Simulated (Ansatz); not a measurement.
**Si₂H₄O: functionals against CCSD(T) at one geometry**

How do the functionals fare away from a minimum? The structure is a structure displaced at random from a GFN2-xTB minimum.

Method: single points in def2-TZVPP; program: Ansatz 0.2.0, Gaussian basis.

Cores are frozen in the correlated methods.

### 1 The starting structure

7 atoms, charge 0, spin multiplicity 1.

Atoms are counted from 1 here; the program's logs count them from 0.

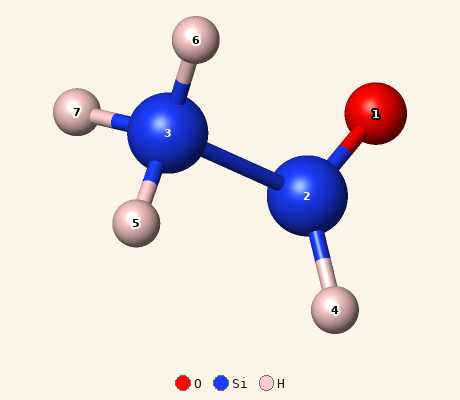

Start geometry, drawn with oxygen red, silicon blue, hydrogen pink; atoms are numbered from 1 in the order of the file.

Coordinates:

```xyz
7
H4OSi2
O    -1.04690   -1.97060    1.56710
Si   -0.71070   -1.22300    0.10910
Si    0.49850    0.91440   -0.04430
H    -1.35400   -1.45860   -1.26290
H     0.47960    1.26130   -1.40580
H     0.06800    1.89260    0.89200
H     1.88660    0.54920    0.20020
```

### 2 CCSD(T)/def2-TZVPP

run/in.yaml

```yaml
crystal:
  periodic: [false, false, false]
  atoms:
    - {symbol: O, position_ang: [-1.046900, -1.970600, 1.567100]}
    - {symbol: Si, position_ang: [-0.710700, -1.223000, 0.109100]}
    - {symbol: Si, position_ang: [0.498500, 0.914400, -0.044300]}
    - {symbol: H, position_ang: [-1.354000, -1.458600, -1.262900]}
    - {symbol: H, position_ang: [0.479600, 1.261300, -1.405800]}
    - {symbol: H, position_ang: [0.068000, 1.892600, 0.892000]}
    - {symbol: H, position_ang: [1.886600, 0.549200, 0.200200]}
basis:
  gaussian: {orbitals: def2-TZVPP}
correlation: {method: ccsd_t}
output: {forces: true}
```

The command line of these runs was not kept.

What it wrote, cut to the lines that bear on the results:

```text
Functional definition: HF
  name "HF"
  cite "Fock, Z. Phys. 61, 126 (1930) doi:10.1007/BF01340294"
  parent pbe
[...]
991 factors; integrals over basis functions are off by at most 1.0e-3 eV
[...]
mean field -17824.89898067 eV, -655.0529553890 hartree, gradient 3.4e-6 eV, S^2 0.000000; 0 other end points of the search recorded, 0 dependent functions left out; unrestricted orbitals would lower it
11 core orbitals not correlated: weight in the atoms' cores, before any rotation towards them, 1.000 or more for the frozen orbitals, at most 0.000 for the correlated occupied ones
reference -17824.89898067 eV, -655.0529553890 hartree; 9, 9 occupied and 151, 151 virtual orbitals, 991 factors
second order -13.54062101 eV of doubles, -0.00000000 eV of singles
cycle   1  -13.49423572 eV  change    4.6e-2 eV  update   1.6e-1
[...]
cycle  14  -14.25158265 eV  change   -3.0e-6 eV  update   4.0e-6
perturbative correction -0.68100743 eV, -0.0250265615 hartree
[...]
Total energy: -17839.83157074 eV, -655.6017179527 hartree
Atom 0 at    -1.046900    -1.970600     1.567100 Å, force     1.016708     1.956594    -4.530325 eV/Å
Atom 1 at    -0.710700    -1.223000     0.109100 Å, force    -1.114486    -0.630525     3.709020 eV/Å
Atom 2 at     0.498500     0.914400    -0.044300 Å, force     0.218218    -2.375241     0.707381 eV/Å
Atom 3 at    -1.354000    -1.458600    -1.262900 Å, force     0.227134    -0.420796     0.720629 eV/Å
Atom 4 at     0.479600     1.261300    -1.405800 Å, force    -0.357114     0.673897    -1.518866 eV/Å
Atom 5 at     0.068000     1.892600     0.892000 Å, force    -0.499036     0.823920     0.628090 eV/Å
Atom 6 at     1.886600     0.549200     0.200200 Å, force     0.508576    -0.027848     0.284070 eV/Å
Dipole moment:     0.205692     0.506726    -0.645870 e Å
```

Run time: 62 s. Hardware: 4 threads, shared host; peak memory 2.6 GiB.

### 3 PBE0-D4/def2-TZVPP

Edit run/in.yaml of step 2 so:

```diff
@@ -12,3 +12,3 @@
   gaussian: {orbitals: def2-TZVPP}
-correlation: {method: ccsd_t}
-output: {forces: true}
+hamiltonian: {xc: pbe0, dispersion: d4}
+output: {forces: true, orbitals: {seedname: orbitals}}
```

The log in run was not kept; the run's report gives a total energy of -17858.701676 eV.

Run time: 1.4 s. Hardware: 4 threads, shared host; peak memory 0.33 GiB.

### 4 wB97M-V/def2-TZVPP

Edit run/in.yaml of step 3 so:

```diff
@@ -12,3 +12,3 @@
   gaussian: {orbitals: def2-TZVPP}
-hamiltonian: {xc: pbe0, dispersion: d4}
-output: {forces: true, orbitals: {seedname: orbitals}}
+hamiltonian: {xc: {name: wB97M-V}}
+output: {forces: true}
```

The log in run was not kept; the run's report gives a total energy of -17865.560010 eV.

Run time: 4.1 s. Hardware: 4 threads, shared host; peak memory 0.42 GiB.

### 5 r2SCAN-D4/def2-TZVPP

Edit run/in.yaml of step 4 so:

```diff
@@ -12,3 +12,3 @@
   gaussian: {orbitals: def2-TZVPP}
-hamiltonian: {xc: {name: wB97M-V}}
+hamiltonian: {xc: r2scan, dispersion: d4}
 output: {forces: true}
```

The log in run was not kept; the run's report gives a total energy of -17865.183164 eV.

Wall time 2 s (4 threads, shared host); peak memory 0.2 GiB.

### 6 PBE-D4/def2-TZVPP

Edit run/in.yaml of step 5 so:

```diff
@@ -12,3 +12,3 @@
   gaussian: {orbitals: def2-TZVPP}
-hamiltonian: {xc: r2scan, dispersion: d4}
+hamiltonian: {xc: pbe, dispersion: d4}
 output: {forces: true}
```

The log in run was not kept; the run's report gives a total energy of -17857.520157 eV.

It took 1.1 s on 4 threads, shared host; peak memory 0.18 GiB.

### 7 r2SCAN0-D4/def2-TZVPP

Edit run/in.yaml of step 6 so:

```diff
@@ -12,3 +12,3 @@
   gaussian: {orbitals: def2-TZVPP}
-hamiltonian: {xc: pbe, dispersion: d4}
+hamiltonian: {xc: {name: r2SCAN0}, dispersion: d4}
 output: {forces: true}
```

The log in run was not kept; the run's report gives a total energy of -17864.394938 eV.

It took 2.4 s on 4 threads, shared host; peak memory 0.35 GiB.

### 8 r2SCANh-D4/def2-TZVPP

Edit run/in.yaml of step 7 so:

```diff
@@ -12,3 +12,3 @@
   gaussian: {orbitals: def2-TZVPP}
-hamiltonian: {xc: {name: r2SCAN0}, dispersion: d4}
+hamiltonian: {xc: {name: r2SCANh}, dispersion: d4}
 output: {forces: true}
```

What it wrote, cut to the lines that bear on the results:

```text
Functional definition: r2SCANh
  name "r2SCANh"
  cite "Bursch, Neugebauer, Ehlert & Grimme, J. Chem. Phys. 156, 134105 (2022) doi:10.1063/5.0086040"
  cite "Furness, Kaplan, Ning, Perdew & Sun, J. Phys. Chem. Lett. 11, 8208 (2020) doi:10.1021/acs.jpclett.0c02405"
  cite "Furness, Kaplan, Ning, Perdew & Sun, J. Phys. Chem. Lett. 11, 9248 (2020) doi:10.1021/acs.jpclett.0c03077"
  parent r2scan
[...]
963 factors; their error is unknown
[...]
mean field -17864.82247412 eV, -656.5201167123 hartree, gradient 5.6e-5 eV, S^2 0.000000; 0 other end points of the search recorded, 0 dependent functions left out
[...]
reference -17864.82248581 eV, -656.5201171421 hartree; 20, 20 occupied and 151, 151 virtual orbitals, 963 factors
Total energy: -17864.85559172 eV, -656.5213337615 hartree
Atom 0 at    -1.046900    -1.970600     1.567100 Å, force     1.140195     2.222831    -5.069149 eV/Å
Atom 1 at    -0.710700    -1.223000     0.109100 Å, force    -1.194037    -0.844552     4.296911 eV/Å
Atom 2 at     0.498500     0.914400    -0.044300 Å, force     0.162441    -2.386233     0.703690 eV/Å
Atom 3 at    -1.354000    -1.458600    -1.262900 Å, force     0.201482    -0.450022     0.666822 eV/Å
Atom 4 at     0.479600     1.261300    -1.405800 Å, force    -0.341536     0.666110    -1.533995 eV/Å
Atom 5 at     0.068000     1.892600     0.892000 Å, force    -0.495049     0.834046     0.655328 eV/Å
Atom 6 at     1.886600     0.549200     0.200200 Å, force     0.526503    -0.042179     0.280392 eV/Å
Dipole moment:     0.222681     0.528160    -0.685926 e Å
```

Wall time 2.5 s (4 threads, shared host); peak memory 0.35 GiB.

### 9 The levels compared

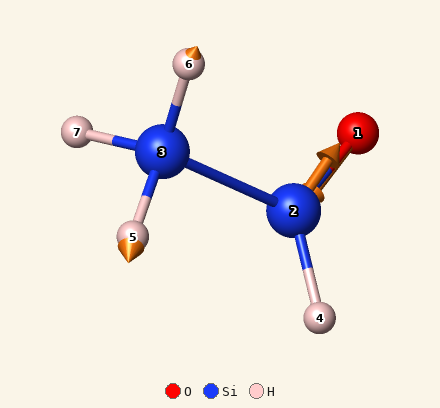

Forces at CCSD(T); the longest arrow is 5.04 eV/Å.

| method | RMS force component (eV/Å) | RMS error against CCSD(T) (eV/Å) | angle to CCSD(T) forces (°) | dipole (D) |
| --- | --- | --- | --- | --- |
| CCSD(T) | 1.578 | 0 | 0 | 4.06 |
| PBE0-D4 | 1.772 | 0.217 | 3.3 | 4.39 |
| wB97M-V | 1.774 | 0.237 | 4.5 | 4.52 |
| r2SCAN-D4 | 1.670 | 0.115 | 2.4 | 4.15 |
| PBE-D4 | 1.525 | 0.156 | 5.4 | 3.97 |
| r2SCAN0-D4 | 1.859 | 0.318 | 5.0 | 4.50 |
| r2SCANh-D4 | 1.747 | 0.193 | 3.2 | 4.29 |

Energy less the free neutral atoms in their ground states at the same level (atoms from separate runs):

| method | rung | energy less atoms (kJ/mol) | from CCSD(T) (kJ/mol) |
| --- | --- | --- | --- |
| PBE-D4 | GGA | -2094.7 | -72.2 |
| r2SCAN-D4 | meta-GGA | -2080.7 | -58.2 |
| PBE0-D4 | hybrid | -2030.8 | -8.3 |
| r2SCANh-D4 | hybrid | -2055.3 | -32.8 |
| r2SCAN0-D4 | hybrid | -2019.2 | +3.3 |
| wB97M-V | range-separated hybrid | -2070.5 | -48.0 |
| Hartree-Fock | wavefunction | -1408.3 | +614.2 |
| MP2 | wavefunction | -2048.6 | -26.1 |
| CCSD | wavefunction | -1977.3 | +45.2 |
| CCSD(T) | wavefunction | -2022.5 | 0 |

What each level took, beside its miss in the forces (shared host):

| method | time | RMS force error (eV/Å) |
| --- | --- | --- |
| CCSD(T) | 62 s | 0 |
| PBE0-D4 | 1.4 s | 0.217 |
| wB97M-V | 4.1 s | 0.237 |
| r2SCAN-D4 | 2 s | 0.115 |
| PBE-D4 | 1.1 s | 0.156 |
| r2SCAN0-D4 | 2.4 s | 0.318 |
| r2SCANh-D4 | 2.5 s | 0.193 |

### 10 Outcome

| quantity | value |
| --- | --- |
| energy less free atoms, CCSD(T)/def2-TZVPP | -2022.5 kJ/mol |
| RMS force component | 1.525 to 1.859 eV/Å over the methods |
| RMS force error | PBE0-D4 0.217, wB97M-V 0.237, r2SCAN-D4 0.115, PBE-D4 0.156, r2SCAN0-D4 0.318, r2SCANh-D4 0.193 eV/Å |
| HOMO and LUMO, PBE0-D4 | -7.52 and -2.91 eV |
| T1 diagnostic | 0.027 |

What this shows: Against CCSD(T) the functionals' energies less atoms differ by -72.2 to +3.3 kJ/mol, PBE-D4 by -72.2 kJ/mol. CCSD(T) in triple zeta still lacks some correlation energy of the bonds, so part of these gaps is its own basis error and they don't rank the functionals. The forces of r2SCAN-D4 come nearest to CCSD(T), those of r2SCAN0-D4 are farthest. The T1 diagnostic is large here, over the usual mark for main-group molecules (transition-metal compounds often pass it harmlessly), so CCSD(T) itself may be off. The restricted Hartree–Fock reference is unstable towards an unrestricted one at one or more of these structures.
